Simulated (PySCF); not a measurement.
Consider AsH (charge −1, doublet).

```xyz
2

As    0.0000    0.0000   -0.0206
H     0.0000    0.0000    1.5334
```

The calculation used PBE0/aug-cc-pVDZ(-PP), non-relativistic Hamiltonian with scalar-relativistic core potentials where named, at a bond length of 1.554 Å in PySCF 2.14.0.

Question: What can the converged electron density, electron localisation function and spin density tell about the bonding?

Answer: As–H (1.55 Å): the density is about 1 e/Å³ at the midpoint; the ELF climbs to about 1 towards the hydrogen, as it does in any bond to H.
The unpaired spin (1 electron) lies mostly on As1 (about 1.0), in electrons by Hirshfeld's partition.

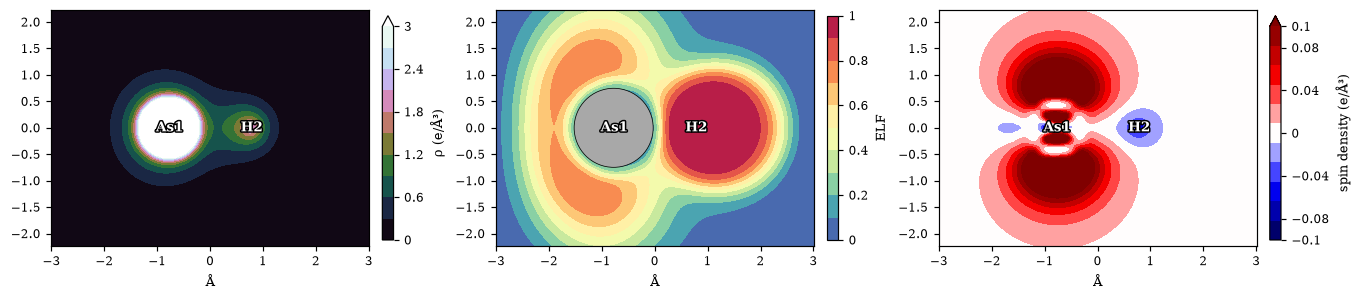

Computed electron density, electron localisation function and spin density on a plane that holds the molecular axis, in this order. Grey discs cover the atomic cores in the ELF map. 
